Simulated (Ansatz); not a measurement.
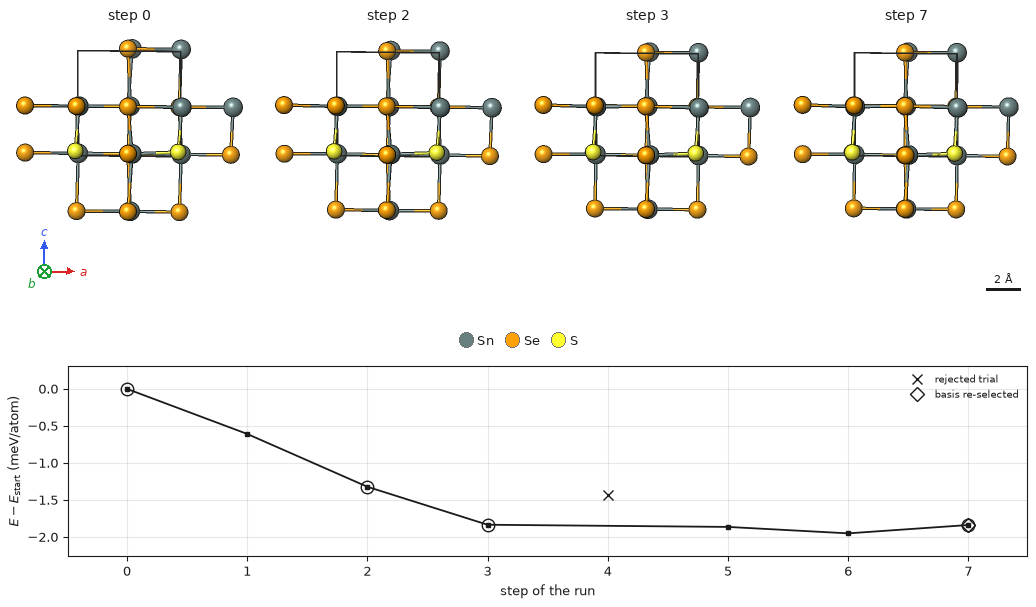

Frames of a relaxation of solid Sn₄Se₃S (a generated structure, set up in Cm), marked on the history of the run. The picture is a ball-and-stick view of the cell of the calculation, seen along the b axis.

Method: DFT PBE, scalar-relativistic, plane waves, PAW in Ansatz 0.2.0. Set-up: plane-wave cutoff 420 eV; k-point mesh 6 × 6 × 6; occupations gaussian; smearing width 0.02 eV; no spin polarisation; cell and atoms relaxed; force threshold 0.01 eV/Å; at most 80 steps.

Question: What happens along the run?

Answer: The largest move relative to the cell is that of a Se atom, 0.11 Å along [1 1 −3]. Largest moves by element: Se 0.11 Å, Sn 0.08 Å, S 0.08 Å. Cell: a = b 6.090 → 6.061 Å (−0.5 %), c 6.215 → 6.088 Å (−2.0 %), γ 88.5° → 89.0°. Volume −3.0 %. Some distances before and after: Se–Sn 3.414 → 3.171 Å, Se–Sn 3.426 → 3.193 Å, Se–Sn 2.812 → 2.921 Å, Se–Sn 3.162 → 3.087 Å. Among the angles between lasting bonds that change: Se–Sn–Se 83.5° → 85.9°, Se–Sn–S 85.7° → 88.1°, Sn–Se–Sn 95.5° → 93.2°. The space group stays Cm (No. 8). The energy falls by 1.8 meV per atom in 5 accepted moves (7 points after the start). Largest force component: 0.075 eV/Å at the start, 0.0032 eV/Å at the end. The pressure goes from 0.03 to 0.00 GPa. The line search rejected the trial step at point 4 of the run. The SCF was repeated once at an unchanged geometry on a basis and grid sized afresh for the cell, which shifted the energy by 0.1 meV per atom at most. Cost: 95 s on 4 threads of Intel(R) Xeon(R) 6975P-C (Granite Rapids) (shared host), peak memory 1.2 GiB. From step 0 to 2: a Se atom moves most (0.07 Å), volume −1.4 %, energy −1.3 meV per atom. From step 2 to 3: a Sn atom moves most (0.05 Å), volume −1.4 %, energy −0.5 meV per atom. From step 3 to 7: a Sn atom moves most (0.02 Å), volume −0.2 %, energy 0.0 meV per atom.

```
step  E − E(0), meV/atom  largest force component, eV/Å  pressure, GPa  volume, Å³/atom                      note
   0                0.00                         0.0753           0.03           28.797                          
   1               -0.61                         0.0486          -0.04           28.690                          
   2               -1.32                         0.0317          -0.03           28.408                          
   3               -1.83                         0.0204           0.09           28.005                          
   4               -1.44                         0.0269          -0.22           28.016                  rejected
   5               -1.86                         0.0210          -0.02           27.929                          
   6               -1.95                         0.0032           0.00           27.946                          
   7               -1.84                         0.0032           0.00           27.946  same geometry, new basis
```
